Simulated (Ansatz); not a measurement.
**Geometry relaxation, with input and output: Si₂PNH₆ (part 1 of 2)**

Si₂PNH₆, computed with RKS r2SCAN/def2-SVP (Ansatz 0.2.0).

It belongs to a series of runs on one base structure; here: end point B relaxed. Figures and captions count atoms from 1; the log counts them from 0 in places.

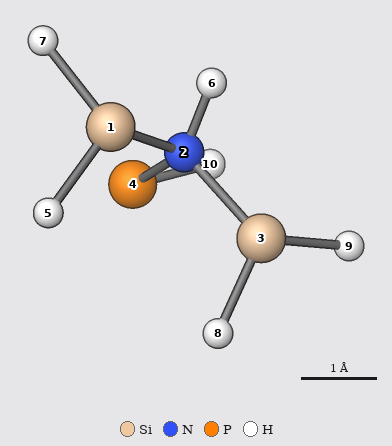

The starting structure (ball-and-stick view, seen at a tilt; atoms are numbered from 1 in the order of the input). Bond lengths as drawn: H–N 1.04 Å, H–P 1.37 Å, H–Si 1.43 to 1.54 Å, N–P 1.66 Å and N–Si 1.62 Å.

### Key numbers

| quantity | value |
| --- | --- |
| outcome | converged |
| total energy | −26617.8038 eV |
| mean-field energy | −26617.8038 eV |
| largest force (length of the vector) at the end | 0.024 eV/Å |
| hardware | 2 threads of Arm Neoverse V1, 24 GiB of memory available, shared host |
| wall time | 79 s (CPU time 2.6 min) |
| peak memory | 0.16 GiB |

### Input
```yaml
crystal:
  periodic: [false, false, false]
  atoms:
    - { symbol: Si, position_ang: [-0.8327, 1.0113, -0.5477] }
    - { symbol: "N", position_ang: [0.44, 0.2374, 0.0824] }
    - { symbol: Si, position_ang: [-0.063, -0.8602, 1.1607] }
    - { symbol: P, position_ang: [1.4891, -0.502, -0.9758] }
    - { symbol: H, position_ang: [-1.801, 0.1218, -1.2821] }
    - { symbol: H, position_ang: [0.5617, 1.16452, 0.53763] }
    - { symbol: H, position_ang: [-0.406, 2.1322, -1.4749] }
    - { symbol: H, position_ang: [-0.7966, -1.9604, 0.6133] }
    - { symbol: H, position_ang: [1.0863, -1.3559, 2.0515] }
    - { symbol: H, position_ang: [2.5996, -0.5883, -0.174] }
basis:
  gaussian: { orbitals: def2-SVP }
hamiltonian:
  xc: r2scan
relax:
  f_tol: 0.02
  max_steps: 50
```

Run as:
```bash
ansatz run input.yaml --threads 2 --pin off --max-ram 3072MiB --backend cpu --events-out ev --progress --plain --runs-dir out
```

### What the program printed
```
The last accepted step is kept in [file] (removed where the run ends without a failure and the disk answers)
Engine: ansatz 0.2.0, aarch64-unknown-linux-gnu
Functional definition: r2SCAN
  parameter k0 = 0.174
  parameter k1 = 0.065
  parameter a1 = 4.9479
  exchange = r2scan_x(k0 = k0, k1 = k1, a1 = a1)
  correlation = r2scan_c
1119 factors; their error is unknown
mean field evaluation 1: about -26609.2308 eV, gradient 5.0e1 eV
mean field evaluation 2: about -26596.7120 eV, gradient 8.4e1 eV
mean field evaluation 4: about -26612.6601 eV, gradient 1.7e1 eV
mean field evaluation 8: about -26614.2515 eV, gradient 1.8e-1 eV
mean field evaluation 16: about -26614.1725 eV, gradient 1.2e-3 eV
mean field -26614.17248531 eV, -978.0527991010 hartree, gradient 6.3e-5 eV, S^2 0.000000; 1 other end points of the search recorded, 0 dependent functions left out
the calculation of the forces begins
reference -26614.17249534 eV, -978.0527994696 hartree; 28, 28 occupied and 70, 70 virtual orbitals, 1119 factors
relax step   1: F+E_penalty+E_count = -26614.17248531 eV  Δ(F+E_penalty+E_count) = +0.000e0 eV  max|allowed force component| = 7.954e0 eV/Å  Δτ_max = 0.0000 Å  (48 SCF iters, accepted)
these checks for a lower state are left out or cut short: starts, cluster_reference, orbital_swaps, neighbouring_geometries, increment
1119 factors; their error is unknown
mean field evaluation 32: about -26615.7506 eV, gradient 1.0e-5 eV
mean field -26615.75055136 eV, -978.1107919588 hartree, gradient 1.0e-5 eV, S^2 0.000000; 0 other end points of the search recorded, 0 dependent functions left out
[... from here on the field's lines of each further geometry are left out, up to the last ...]
relax step   2: F+E_penalty+E_count = -26615.75055136 eV  Δ(F+E_penalty+E_count) = -1.578e0 eV  max|allowed force component| = 4.566e0 eV/Å  Δτ_max = 0.1949 Å  (40 SCF iters, accepted)
relax step   3: F+E_penalty+E_count = -26616.63314497 eV  Δ(F+E_penalty+E_count) = -8.826e-1 eV  max|allowed force component| = 1.202e0 eV/Å  Δτ_max = 0.1906 Å  (40 SCF iters, accepted)
relax step   4: F+E_penalty+E_count = -26616.75777546 eV  Δ(F+E_penalty+E_count) = -1.246e-1 eV  max|allowed force component| = 8.408e-1 eV/Å  Δτ_max = 0.1405 Å  (34 SCF iters, accepted)
relax step   5: F+E_penalty+E_count = -26616.82803416 eV  Δ(F+E_penalty+E_count) = -7.026e-2 eV  max|allowed force component| = 4.426e-1 eV/Å  Δτ_max = 0.1170 Å  (35 SCF iters, accepted)
relax step   6: F+E_penalty+E_count = -26616.85663186 eV  Δ(F+E_penalty+E_count) = -2.860e-2 eV  max|allowed force component| = 2.299e-1 eV/Å  Δτ_max = 0.0607 Å  (35 SCF iters, accepted)
relax step   7: F+E_penalty+E_count = -26616.89572790 eV  Δ(F+E_penalty+E_count) = -3.910e-2 eV  max|allowed force component| = 3.871e-1 eV/Å  Δτ_max = 0.1759 Å  (34 SCF iters, accepted)
relax step   8: F+E_penalty+E_count = -26617.03236458 eV  Δ(F+E_penalty+E_count) = -1.366e-1 eV  max|allowed force component| = 8.256e-1 eV/Å  Δτ_max = 0.1960 Å  (37 SCF iters, accepted)
relax step   9: F+E_penalty+E_count = -26617.27911683 eV  Δ(F+E_penalty+E_count) = -2.468e-1 eV  max|allowed force component| = 9.734e-1 eV/Å  Δτ_max = 0.1942 Å  (35 SCF iters, accepted)
relax step  10: F+E_penalty+E_count = -26617.50780852 eV  Δ(F+E_penalty+E_count) = -2.287e-1 eV  max|allowed force component| = 9.284e-1 eV/Å  Δτ_max = 0.1970 Å  (34 SCF iters, accepted)
relax step  11: F+E_penalty+E_count = -26617.63571840 eV  Δ(F+E_penalty+E_count) = -1.279e-1 eV  max|allowed force component| = 7.998e-1 eV/Å  Δτ_max = 0.1930 Å  (30 SCF iters, accepted)
relax step  12: F+E_penalty+E_count = -26617.74213805 eV  Δ(F+E_penalty+E_count) = -1.064e-1 eV  max|allowed force component| = 4.790e-1 eV/Å  Δτ_max = 0.2000 Å  (30 SCF iters, accepted)
relax step  13: F+E_penalty+E_count = -26617.76773798 eV  Δ(F+E_penalty+E_count) = -2.560e-2 eV  max|allowed force component| = 5.753e-1 eV/Å  Δτ_max = 0.1948 Å  (30 SCF iters, accepted)
relax step  14: F+E_penalty+E_count = -26617.79407002 eV  Δ(F+E_penalty+E_count) = -2.633e-2 eV  max|allowed force component| = 1.457e-1 eV/Å  Δτ_max = 0.0429 Å  (30 SCF iters, accepted)
relax step  15: F+E_penalty+E_count = -26617.79851095 eV  Δ(F+E_penalty+E_count) = -4.441e-3 eV  max|allowed force component| = 9.979e-2 eV/Å  Δτ_max = 0.0271 Å  (30 SCF iters, accepted)
relax step  16: F+E_penalty+E_count = -26617.80141766 eV  Δ(F+E_penalty+E_count) = -2.907e-3 eV  max|allowed force component| = 6.411e-2 eV/Å  Δτ_max = 0.0435 Å  (30 SCF iters, accepted)
relax step  17: F+E_penalty+E_count = -26617.80304165 eV  Δ(F+E_penalty+E_count) = -1.624e-3 eV  max|allowed force component| = 4.387e-2 eV/Å  Δτ_max = 0.0504 Å  (29 SCF iters, accepted)
relax step  18: F+E_penalty+E_count = -26617.80124535 eV  Δ(F+E_penalty+E_count) = +1.796e-3 eV  max|allowed force component| = 1.004e-1 eV/Å  Δτ_max = 0.0312 Å  (30 SCF iters, rejected (line search))
the calculation of the forces begins
reference -26617.80381789 eV, -978.1862481119 hartree; 28, 28 occupied and 70, 70 virtual orbitals, 1119 factors
relax step  19: F+E_penalty+E_count = -26617.80380751 eV  Δ(F+E_penalty+E_count) = -7.659e-4 eV  max|allowed force component| = 1.940e-2 eV/Å  Δτ_max = 0.0152 Å  (30 SCF iters, accepted)
1119 factors; their error is unknown
mean field evaluation 160: about -26617.5206 eV, gradient 1.0e1 eV
```

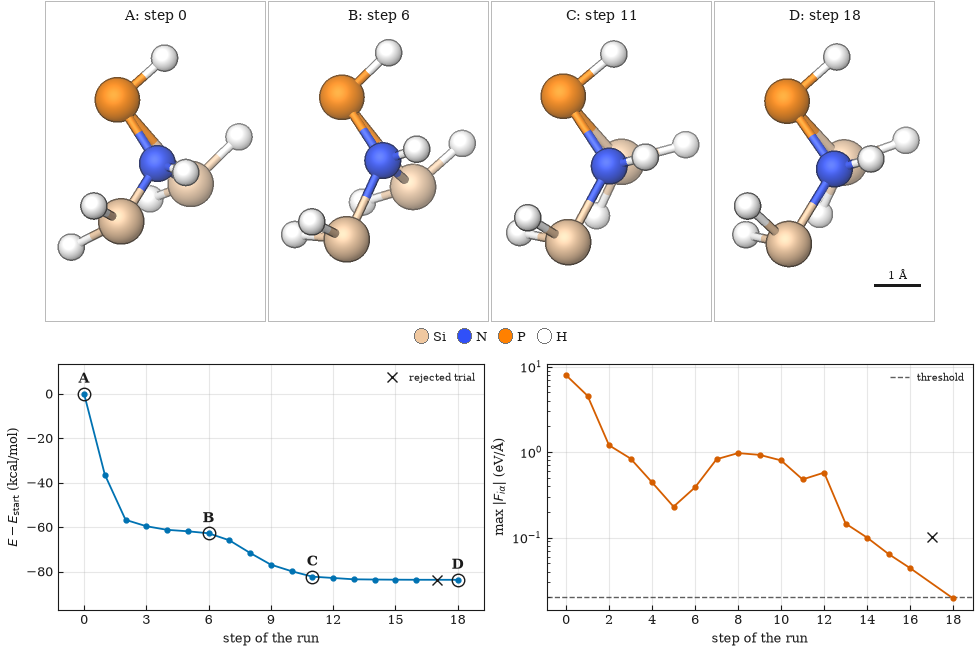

Frames of the relaxation (ball-and-stick view, seen at a tilt) above the curves, on which the letters mark them (the first geometry is step 0 here and step 1 in the log).

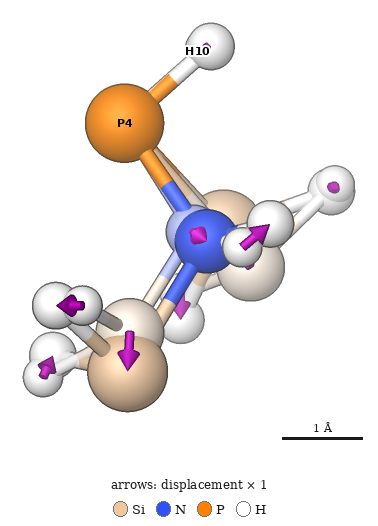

Start (faint) and end (solid) with the displacements as pink arrows, at true length (ball-and-stick view, seen at a tilt). The two geometries are laid on each other by the best rigid fit. The largest move after the best rigid fit is that of Si3, 0.60 Å. By element the largest moves are Si 0.60 Å, H 0.46 Å, N 0.31 Å, P 0.03 Å. Among the contacts that change: Si3–P4 2.665 → 2.215 Å, Si1–N2 1.617 → 2.005 Å, N2–P4 1.663 → 1.879 Å, N2–Si3 1.619 → 1.800 Å. Among the angles that change: Si3–N2–P4 108.6° → 74.0°, Si1–N2–H6 80.6° → 112.3°, P4–Si3–H8 95.5° → 124.0°. After 18 geometry steps the energy has fallen by 83.7 kcal/mol. Largest force component: 8 eV/Å at the start, 0.019 eV/Å at the end. The line search rejected the trial step at point 17 (counted from 0) and went back. (Atoms are counted from 1 in the order of the input.)

```
mean field -26617.80380751 eV, -978.1862477304 hartree, gradient 1.7e-5 eV, S^2 0.000000; 1 other end points of the search recorded, 0 dependent functions left out
the calculation of the forces begins
reference -26617.80381789 eV, -978.1862481119 hartree; 28, 28 occupied and 70, 70 virtual orbitals, 1119 factors
Total energy: -26617.80381789 eV, -978.1862481119 hartree
Atom 0 at    -1.261725     1.334073    -0.498179 Å, force     0.009867    -0.006017    -0.003890 eV/Å
Atom 1 at     0.423532     0.516371     0.217907 Å, force     0.017226    -0.009854     0.010086 eV/Å
Atom 2 at     0.264397    -1.185758     0.780898 Å, force    -0.004527     0.000275     0.001664 eV/Å
Atom 3 at     1.442974    -0.519516    -0.972293 Å, force    -0.010198    -0.001427    -0.001816 eV/Å
Atom 4 at    -1.557595    -0.026307    -1.163650 Å, force     0.003143     0.000636     0.004866 eV/Å
Atom 5 at     0.960943     1.172920     0.790684 Å, force    -0.014111     0.019396    -0.002265 eV/Å
Atom 6 at    -0.538302     1.868183    -1.741200 Å, force    -0.005236     0.000778     0.000326 eV/Å
Atom 7 at    -1.099030    -1.742636     0.695143 Å, force    -0.008341     0.000422    -0.005239 eV/Å
Atom 8 at     1.001301    -1.453526     2.041849 Å, force     0.003878    -0.002104    -0.004475 eV/Å
Atom 9 at     2.640906    -0.563384    -0.160129 Å, force     0.008300    -0.002105     0.000744 eV/Å
Dipole moment:     0.879998    -0.645323     0.529874 e Å
```

### Trajectory as extended XYZ (Å, eV, eV/Å), 19 frames, from step=1 to step=19
```
10
Properties=species:S:1:pos:R:3:forces:R:3 step=1 energy=-26614.17248
Si   -0.8327    1.0113   -0.5477   -7.9535   3.9824  -2.3508
N     0.4400    0.2374    0.0824    5.9358   2.0176   0.0761
Si   -0.0630   -0.8602    1.1607   -1.5664  -3.6672   5.0586
P     1.4891   -0.5020   -0.9758    1.4137  -2.4585  -3.5855
H    -1.8010    0.1218   -1.2821    0.4672  -0.0960  -0.1397
H     0.5617    1.1645    0.5376    1.1629   0.5892   0.9108
H    -0.4060    2.1322   -1.4749    0.2930  -0.4475   0.1230
H    -0.7966   -1.9604    0.6133   -0.5126  -0.7880  -0.6883
H     1.0863   -1.3559    2.0515   -0.4786   0.4937  -0.3878
H     2.5996   -0.5883   -0.1740    1.2385   0.3744   0.9835
10
Properties=species:S:1:pos:R:3:forces:R:3 step=2 energy=-26615.75055
Si   -0.9200    1.0714   -0.4731   -4.5659   1.8470  -1.2311
N     0.4572    0.2277    0.0890    3.0496   1.9292   0.0524
Si   -0.1140   -0.8990    1.2118   -1.0346  -1.7727   2.3396
P     1.4598   -0.6170   -1.0273    1.3620  -1.1264  -0.9231
H    -1.7451    0.1382   -1.3292    0.2394  -0.0598   0.0256
H     0.6663    1.1521    0.5597    0.9918  -0.6491   0.1432
H    -0.3862    2.0792   -1.4645    0.1764  -0.0876   0.0505
H    -0.8317   -2.0151    0.5814   -0.0928  -0.1806  -0.2661
H     1.0179   -1.3019    2.1127   -0.1366   0.0418  -0.0771
H     2.6732   -0.4352   -0.2695    0.0107   0.0583  -0.1139
10
Properties=species:S:1:pos:R:3:forces:R:3 step=3 energy=-26616.63314
Si   -1.0879    1.1282   -0.4278   -0.8885  -0.0182  -0.6740
N     0.4876    0.2691    0.0696    0.6839   1.2021   0.5917
Si   -0.1782   -0.8809    1.2641   -0.2110  -0.2686   0.0903
P     1.4977   -0.7495   -1.0068    0.6694   0.2545   0.5008
H    -1.7186    0.0898   -1.3581    0.1416   0.1749   0.1779
H     0.8560    1.1352    0.5533    0.3129  -1.1735  -0.4485
H    -0.4449    2.0820   -1.4333   -0.2251   0.0374   0.0452
H    -0.8280   -1.9977    0.5154    0.0315   0.1162   0.0046
H     0.9322   -1.3185    2.1596    0.0501  -0.0642   0.0750
H     2.7614   -0.3572   -0.3449   -0.5648  -0.2605  -0.3630
10
Properties=species:S:1:pos:R:3:forces:R:3 step=4 energy=-26616.75777
Si   -1.0980    1.1462   -0.4730   -0.5319  -0.0522  -0.1007
N     0.4973    0.2844    0.0798    0.2763   0.8408   0.1673
Si   -0.1651   -0.8821    1.2839   -0.2715  -0.1007  -0.0878
P     1.4933   -0.7787   -0.9712    0.4934   0.2398   0.5074
H    -1.6755    0.0580   -1.3646    0.1295   0.1067   0.0573
H     0.9817    1.0739    0.5548   -0.0202  -0.6167  -0.2374
H    -0.5538    2.1542   -1.4850   -0.0248  -0.1580   0.0793
H    -0.8593   -1.9641    0.5257    0.0481   0.0939  -0.0127
H     0.9494   -1.3822    2.1425    0.0859   0.0082   0.0199
H     2.7075   -0.3092   -0.3018   -0.1849  -0.3619  -0.3926
```
